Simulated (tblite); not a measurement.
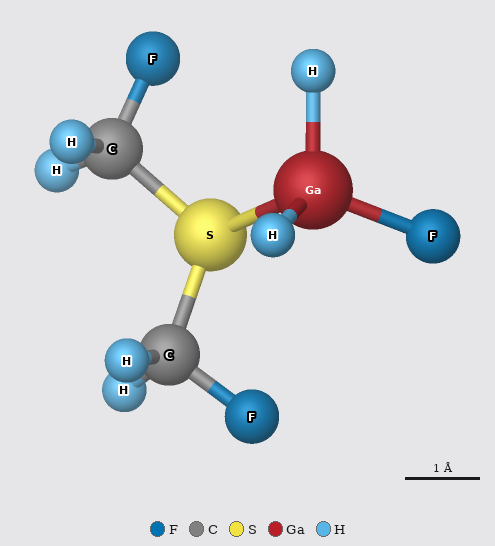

*The starting structure (ball-and-stick view, seen at a tilt). Sticks mark near contacts.*

Bond lengths as drawn: C–F 1.37 to 1.40 Å, C–H 1.10 to 1.14 Å, C–S 1.76 to 1.78 Å, F–Ga 1.79 Å, Ga–H 1.61 to 1.63 Å and Ga–S 2.22 Å.

**Run report: C2H6F3GaS, geometry relaxation (part 1 of 4)**

System: C2H6F3GaS.
Method: GFN2-xTB geometry optimisation, gas phase (tblite 0.8.0).

It belongs to a series of runs on one base structure; here: H on Ga replaced by F.

### Output
```
step      E/eV     max force
  0    -707.25819    3.064
  1    -707.66652    2.225
  2    -707.91553    1.036
  3    -707.98653    0.657
  4    -708.02642    0.411
  5    -708.03959    0.305
  6    -708.05187    0.330
  7    -708.06422    0.318
  8    -708.07670    0.328
  9    -708.08783    0.318
 10    -708.09892    0.288
 11    -708.11065    0.308
 12    -708.12312    0.362
 13    -708.13893    0.418
 14    -708.15931    0.428
 15    -708.18143    0.471
 16    -708.20320    0.397
 17    -708.22234    0.326
 18    -708.23664    0.295
 19    -708.24705    0.295
 20    -708.25547    0.229
 21    -708.26174    0.173
 22    -708.26623    0.203
 23    -708.27062    0.259
 24    -708.27641    0.285
 25    -708.28433    0.246
 26    -708.29224    0.176
 27    -708.29619    0.149
 28    -708.29958    0.172
 29    -708.30539    0.203
 30    -708.31471    0.354
 31    -708.32612    0.460
 32    -708.33700    0.427
 33    -708.34673    0.272
 34    -708.35366    0.211
 35    -708.36072    0.209
 36    -708.36675    0.200
 37    -708.37142    0.160
 38    -708.37592    0.207
 39    -708.38149    0.243
 40    -708.38861    0.284
 41    -708.39552    0.279
 42    -708.40145    0.223
 43    -708.40678    0.227
 44    -708.41227    0.260
 45    -708.41867    0.270
 46    -708.42585    0.233
 47    -708.43622    0.215
 48    -708.44482    0.214
 49    -708.45744    0.307
 50    -708.47033    0.320
 51    -708.48313    0.262
 52    -708.49553    0.294
 53    -708.50151    0.443
 54    -708.52349    0.325
 55    -708.54152    0.318
 56    -708.57591    0.340
 57    -708.59151    0.434
 58    -708.61053    0.312
 59    -708.62328    0.244
 60    -708.62793    0.210
 61    -708.63239    0.215
 62    -708.63643    0.133
 63    -708.64302    0.172
 64    -708.64673    0.201
 65    -708.65480    0.259
 66    -708.66427    0.257
 67    -708.67613    0.267
 68    -708.68470    0.250
 69    -708.69036    0.175
 70    -708.69535    0.246
 71    -708.70264    0.249
 72    -708.71195    0.260
 73    -708.72380    0.285
 74    -708.73729    0.373
 75    -708.75318    0.369
 76    -708.75438    0.776
 77    -708.78090    0.361
 78    -708.79199    0.305
 79    -708.81092    0.309
 80    -708.81967    0.235
 81    -708.83002    0.231
 82    -708.84260    0.371
 83    -708.85252    0.281
 84    -708.86378    0.353
 85    -708.87528    0.258
 86    -708.88108    0.400
 87    -708.88849    0.229
 88    -708.89756    0.174
 89    -708.90816    0.184
 90    -708.91480    0.234
 91    -708.92053    0.220
 92    -708.92619    0.172
 93    -708.92999    0.258
 94    -708.93428    0.203
 95    -708.93843    0.144
 96    -708.94104    0.122
 97    -708.94283    0.098
 98    -708.94383    0.081
 99    -708.94450    0.073
100    -708.94516    0.072
101    -708.94572    0.066
102    -708.94628    0.086
103    -708.94702    0.074
104    -708.94830    0.074
105    -708.94974    0.106
106    -708.95120    0.116
107    -708.95275    0.110
108    -708.95415    0.093
109    -708.95512    0.065
110    -708.95572    0.063
111    -708.95619    0.067
112    -708.95677    0.084
113    -708.95746    0.083
114    -708.95809    0.058
115    -708.95848    0.039
116    -708.95877    0.033
117    -708.95913    0.042
118    -708.95961    0.061
119    -708.96012    0.050
120    -708.96054    0.046
121    -708.96084    0.041
122    -708.96113    0.048
123    -708.96141    0.054
124    -708.96167    0.040
125    -708.96183    0.028
126    -708.96190    0.020
127    -708.96194    0.021
128    -708.96200    0.023
129    -708.96207    0.024
130    -708.96216    0.023
131    -708.96224    0.023
132    -708.96233    0.024
133    -708.96245    0.025
134    -708.96260    0.029
135    -708.96278    0.028
136    -708.96292    0.019
137    -708.96298    0.012
138    -708.96301    0.012
139    -708.96303    0.011
140    -708.96306    0.011
141    -708.96308    0.012
142    -708.96310    0.008
```

### Trajectory as extended XYZ (Å, eV, eV/Å), 61 of the 143 frames kept, from step=0 to step=142
```
13
Properties=species:S:1:pos:R:3:forces:R:3 step=0 energy=-707.25819
F     1.6045   -1.8965   -0.7693   -1.3370   0.7480   0.6190
C     0.3426   -1.6999   -0.1849    1.3120  -2.2520   0.7160
S    -0.2289   -0.0993   -0.6234   -0.4100   0.1630  -2.8480
C    -1.8277    0.2783    0.0595   -1.1210   0.2390   2.2190
F    -2.1684    1.5412   -0.3490    0.3900  -1.0190   0.1130
Ga    1.3143    1.3520    0.0363    1.9030   2.0170   1.3030
F     2.5390    1.4620   -1.2623   -0.5030  -0.1820   0.3060
H    -0.2704   -2.5297   -0.5591   -0.2080   0.2110  -0.2190
H     0.4739   -1.8544    0.9032    0.1330   0.2580  -0.1530
H    -1.7359    0.2937    1.1923   -0.2300   0.1920  -0.8700
H    -2.6184   -0.4495   -0.2013    0.2720   0.3450  -0.3090
H     1.9630    0.8275    1.4393   -0.2620  -0.1700  -0.5620
H     0.6081    2.7749    0.3009    0.0610  -0.5520  -0.3150
13
Properties=species:S:1:pos:R:3:forces:R:3 step=2 energy=-707.91553
F     1.5669   -1.8712   -0.7489    0.6140   0.0440  -0.1090
C     0.3780   -1.7629   -0.1681   -0.7010   0.2360   0.0430
S    -0.2490   -0.1047   -0.7265   -0.3340  -0.4030  -0.6260
C    -1.8580    0.2817    0.1168    0.3390  -0.3160  -0.5780
F    -2.1569    1.5069   -0.3427   -0.1030   0.0740   0.0940
Ga    1.3872    1.4299    0.0887    0.6270   0.6640   0.4890
F     2.5189    1.4547   -1.2499   -0.1930  -0.0820   0.1330
H    -0.2822   -2.5279   -0.5690   -0.1810  -0.2010  -0.0990
H     0.4808   -1.8449    0.9093    0.0840   0.1560   0.3180
H    -1.7428    0.3024    1.1805    0.0690   0.1120   0.7630
H    -2.6101   -0.4370   -0.2122   -0.0970   0.0110  -0.0690
H     1.9529    0.8193    1.4166   -0.0570  -0.2350  -0.1830
H     0.6100    2.7542    0.2877   -0.0670  -0.0600  -0.1760
13
Properties=species:S:1:pos:R:3:forces:R:3 step=5 energy=-708.03959
F     1.5782   -1.8597   -0.7387   -0.0870  -0.0080   0.1690
C     0.3573   -1.7629   -0.1672   -0.0530   0.1430  -0.0930
S    -0.2748   -0.1339   -0.7959    0.0070  -0.0390   0.0180
C    -1.8410    0.2647    0.1128    0.0700  -0.0400  -0.0270
F    -2.1601    1.4999   -0.3323    0.0050  -0.0420   0.1250
Ga    1.4494    1.4949    0.1333   -0.0140   0.0130  -0.0020
F     2.5016    1.4471   -1.2384    0.0370  -0.0140  -0.0250
H    -0.2947   -2.5429   -0.5760    0.1130  -0.0580   0.1040
H     0.4848   -1.8274    0.9239   -0.1340   0.1980  -0.1840
H    -1.7387    0.3097    1.2065    0.1450  -0.0790  -0.1960
H    -2.6162   -0.4339   -0.2188   -0.0030   0.0190   0.0950
H     1.9484    0.7941    1.4023    0.0600  -0.2830   0.0970
H     0.6014    2.7507    0.2707   -0.1460   0.1900  -0.0800
13
Properties=species:S:1:pos:R:3:forces:R:3 step=7 energy=-708.06422
F     1.5776   -1.8572   -0.7213   -0.0790   0.0290   0.0760
C     0.3432   -1.7479   -0.1756    0.1160  -0.2080   0.0400
S    -0.2830   -0.1469   -0.8167    0.0710   0.2690  -0.1080
C    -1.8268    0.2546    0.1062   -0.1980   0.0550   0.1040
F    -2.1614    1.4960   -0.3179    0.0740  -0.0540   0.0580
Ga    1.4679    1.5170    0.1481   -0.1560  -0.0760   0.0050
F     2.4993    1.4433   -1.2367    0.0630   0.0070  -0.0260
H    -0.2895   -2.5541   -0.5693    0.1000   0.0210   0.0860
H     0.4735   -1.8031    0.9142   -0.2070   0.2110  -0.0800
H    -1.7233    0.3046    1.2005    0.2010  -0.1490  -0.1960
H    -2.6196   -0.4323   -0.2127    0.0480  -0.0060   0.0870
H     1.9521    0.7599    1.4059   -0.0080  -0.1490  -0.0070
H     0.5855    2.7668    0.2577   -0.0260   0.0490  -0.0390
13
Properties=species:S:1:pos:R:3:forces:R:3 step=9 energy=-708.08783
F     1.5753   -1.8545   -0.6995    0.1210   0.0160  -0.0420
C     0.3348   -1.7400   -0.1839    0.0850  -0.0710   0.0440
S    -0.2858   -0.1422   -0.8394    0.0230   0.1770  -0.1540
C    -1.8219    0.2477    0.1010   -0.0630   0.0490  -0.0020
F    -2.1591    1.4919   -0.2995    0.0050   0.0860  -0.0140
Ga    1.4711    1.5288    0.1601   -0.1450  -0.1170  -0.0110
F     2.5022    1.4406   -1.2366    0.0010   0.0290   0.0740
H    -0.2774   -2.5655   -0.5566   -0.0390  -0.0050  -0.0330
H     0.4461   -1.7629    0.9010   -0.1850   0.1720   0.1930
H    -1.6915    0.2875    1.1837    0.2090  -0.1530   0.0940
H    -2.6213   -0.4331   -0.1998   -0.0160  -0.0870  -0.0010
H     1.9553    0.7148    1.4093   -0.1090   0.0310  -0.1590
H     0.5679    2.7873    0.2424    0.1130  -0.1280   0.0120
13
Properties=species:S:1:pos:R:3:forces:R:3 step=12 energy=-708.12312
F     1.5869   -1.8493   -0.6694    0.0170   0.0370   0.1300
C     0.3342   -1.7279   -0.1904   -0.0960   0.2680   0.0300
S    -0.2857   -0.1169   -0.8860   -0.1150  -0.3360  -0.0710
C    -1.8178    0.2448    0.0931    0.2410  -0.0590  -0.0310
F    -2.1570    1.4985   -0.2717   -0.0660  -0.0290   0.1050
Ga    1.4472    1.5183    0.1670   -0.0040  -0.1070  -0.1130
F     2.5070    1.4426   -1.2234   -0.0710   0.0380   0.1590
H    -0.2624   -2.5780   -0.5420   -0.0080   0.1710  -0.0610
H     0.3772   -1.6780    0.9038    0.0120   0.0320  -0.0130
H    -1.6126    0.2382    1.1673    0.0390  -0.0090   0.0370
H    -2.6238   -0.4451   -0.1806    0.0810   0.0730  -0.0520
H     1.9412    0.6562    1.3900   -0.1850   0.1320  -0.1920
H     0.5612    2.7971    0.2247    0.1550  -0.2090   0.0710
13
Properties=species:S:1:pos:R:3:forces:R:3 step=14 energy=-708.15931
F     1.6006   -1.8387   -0.6328   -0.2290   0.1380   0.3340
C     0.3305   -1.7008   -0.1884   -0.1210   0.1520  -0.0020
S    -0.2966   -0.1204   -0.9428   -0.1510  -0.3190  -0.0210
C    -1.7970    0.2395    0.0881    0.1610  -0.1010   0.0350
F    -2.1598    1.5018   -0.2390    0.0700  -0.2520   0.2310
Ga    1.4229    1.4963    0.1622   -0.0280  -0.1060  -0.1910
F     2.5038    1.4492   -1.1936    0.0470   0.0220  -0.0060
H    -0.2529   -2.5691   -0.5381    0.0920   0.3020   0.0450
H     0.3155   -1.5993    0.9125    0.1660  -0.0910  -0.3000
H    -1.5369    0.1915    1.1596   -0.1040   0.1190  -0.2350
H    -2.6168   -0.4501   -0.1708    0.2170   0.1960   0.0060
H     1.9055    0.6242    1.3472   -0.1310  -0.0110   0.0170
H     0.5770    2.7766    0.2182    0.0120  -0.0490   0.0890
13
Properties=species:S:1:pos:R:3:forces:R:3 step=17 energy=-708.22234
F     1.6017   -1.8012   -0.5345    0.0100   0.2630   0.1600
C     0.3065   -1.6397   -0.1891    0.0770  -0.1710   0.0360
S    -0.3332   -0.1575   -1.0397   -0.0360   0.2190  -0.1740
C    -1.7440    0.2169    0.0777   -0.1150   0.0230   0.0560
F    -2.1519    1.4816   -0.1593    0.2250   0.0130   0.0800
Ga    1.3824    1.4526    0.1330   -0.0990  -0.1070  -0.1390
F     2.5105    1.4606   -1.1564    0.2150  -0.0020  -0.2450
H    -0.2321   -2.5287   -0.5257   -0.1110  -0.0370   0.0190
H     0.2399   -1.4861    0.8955    0.0850  -0.0910  -0.0030
H    -1.4291    0.1343    1.1265   -0.0180   0.0690  -0.0420
H    -2.5851   -0.4412   -0.1543    0.0050  -0.1200   0.0010
H     1.8363    0.5603    1.2916   -0.1020  -0.1440   0.1720
H     0.5938    2.7485    0.2169   -0.1360   0.0860   0.0800
13
Properties=species:S:1:pos:R:3:forces:R:3 step=19 energy=-708.24705
F     1.6027   -1.7672   -0.4778    0.2080   0.2070  -0.0250
C     0.2987   -1.6190   -0.1904   -0.0030   0.0060  -0.0160
S    -0.3499   -0.1586   -1.0865    0.0130   0.0590  -0.0290
C    -1.7270    0.2078    0.0735   -0.0340   0.0190  -0.0250
F    -2.1325    1.4748   -0.1166    0.1130   0.2240  -0.0280
Ga    1.3533    1.4216    0.1066    0.0730  -0.0050  -0.0950
F     2.5304    1.4655   -1.1587    0.0540  -0.0200  -0.0960
H    -0.2272   -2.5145   -0.5160   -0.1110  -0.1600  -0.0520
H     0.2095   -1.4400    0.8833   -0.0210  -0.0590   0.1690
H    -1.3800    0.1120    1.1047    0.0370  -0.0050   0.1400
H    -2.5710   -0.4457   -0.1440   -0.1040  -0.1630  -0.0220
H     1.8002    0.5171    1.2828   -0.1660  -0.0350   0.0260
H     0.5886    2.7468    0.2214   -0.0600  -0.0700   0.0520
13
Properties=species:S:1:pos:R:3:forces:R:3 step=21 energy=-708.26174
F     1.6119   -1.7377   -0.4628    0.0620   0.0970  -0.0770
C     0.2998   -1.6185   -0.1889   -0.0380   0.0850  -0.0240
S    -0.3542   -0.1547   -1.0948    0.0010  -0.1180   0.1260
C    -1.7285    0.2086    0.0747    0.0300   0.0170  -0.0300
F    -2.1140    1.4845   -0.1077    0.0120   0.0940  -0.0470
Ga    1.3458    1.4052    0.0833    0.1420   0.0660  -0.0170
F     2.5444    1.4663   -1.1724   -0.0390  -0.0330  -0.0120
H    -0.2348   -2.5139   -0.5183    0.1120  -0.0500  -0.0380
H     0.2111   -1.4468    0.8885   -0.0830  -0.0280   0.0790
H    -1.3757    0.1131    1.1059    0.0170  -0.0430   0.0780
H    -2.5696   -0.4557   -0.1450   -0.0370   0.0480   0.0120
H     1.7751    0.5119    1.2867   -0.1620  -0.0140  -0.0530
H     0.5845    2.7381    0.2332   -0.0170  -0.1210   0.0030
13
Properties=species:S:1:pos:R:3:forces:R:3 step=24 energy=-708.27641
F     1.6237   -1.6918   -0.4560   -0.1760   0.0310   0.0060
C     0.2990   -1.6112   -0.1850    0.0970  -0.1040   0.0900
S    -0.3631   -0.1691   -1.0948   -0.0270   0.0560   0.0800
C    -1.7254    0.2126    0.0777   -0.0280   0.0550   0.1100
F    -2.0930    1.4998   -0.1040    0.0240  -0.1520  -0.0080
Ga    1.3621    1.4015    0.0628   -0.0170  -0.0280   0.0650
F     2.5523    1.4621   -1.1870    0.0330  -0.0280  -0.0700
H    -0.2231   -2.5160   -0.5273    0.2800   0.0460   0.0260
H     0.2017   -1.4575    0.9020   -0.0520  -0.0300  -0.1620
H    -1.3709    0.1096    1.1158   -0.0580   0.0020  -0.1460
H    -2.5709   -0.4529   -0.1452    0.0250   0.2160   0.0660
H     1.7233    0.5048    1.2785   -0.0640  -0.0730  -0.0090
H     0.5798    2.7086    0.2446   -0.0390   0.0100  -0.0470
13
Properties=species:S:1:pos:R:3:forces:R:3 step=26 energy=-708.29224
F     1.6265   -1.6370   -0.4372    0.0040   0.0070   0.0770
C     0.2992   -1.5997   -0.1795    0.0880  -0.1190   0.0280
S    -0.3772   -0.1816   -1.0980   -0.0270   0.1410  -0.0940
C    -1.7166    0.2172    0.0832   -0.0430   0.0190   0.0810
F    -2.0691    1.5067   -0.0905    0.0060  -0.0330   0.0280
Ga    1.3779    1.3971    0.0496   -0.1210  -0.1100   0.0660
F     2.5639    1.4539   -1.2060    0.0120  -0.0280  -0.0160
H    -0.1768   -2.5213   -0.5299    0.1620  -0.0460  -0.0090
H     0.1671   -1.4469    0.9015    0.0300  -0.0540  -0.0930
H    -1.3486    0.0928    1.1108   -0.0620   0.0700  -0.0360
H    -2.5725   -0.4309   -0.1325   -0.0710   0.1260   0.0450
H     1.6571    0.4672    1.2656    0.0180  -0.0310  -0.0030
H     0.5646    2.6832    0.2453    0.0040   0.0570  -0.0750
13
Properties=species:S:1:pos:R:3:forces:R:3 step=28 energy=-708.29958
F     1.6294   -1.6147   -0.4258    0.1490   0.0140   0.0840
C     0.3034   -1.5995   -0.1785    0.0130   0.0400  -0.0950
S    -0.3829   -0.1781   -1.1005   -0.0210  -0.0400  -0.0690
C    -1.7160    0.2204    0.0877   -0.0080   0.0140  -0.0320
F    -2.0592    1.5099   -0.0837   -0.0220   0.0980   0.0440
Ga    1.3770    1.3892    0.0480   -0.0850  -0.0620  -0.0070
F     2.5694    1.4480   -1.2157   -0.0770  -0.0360   0.0890
H    -0.1453   -2.5295   -0.5308    0.0540  -0.0960  -0.0700
H     0.1519   -1.4444    0.8957    0.0500  -0.0600   0.0180
H    -1.3413    0.0886    1.1068   -0.0320   0.0740   0.1070
H    -2.5793   -0.4144   -0.1228   -0.1150   0.0350   0.0120
H     1.6322    0.4462    1.2624    0.0360   0.0120  -0.0050
H     0.5564    2.6787    0.2394    0.0580   0.0060  -0.0760
```
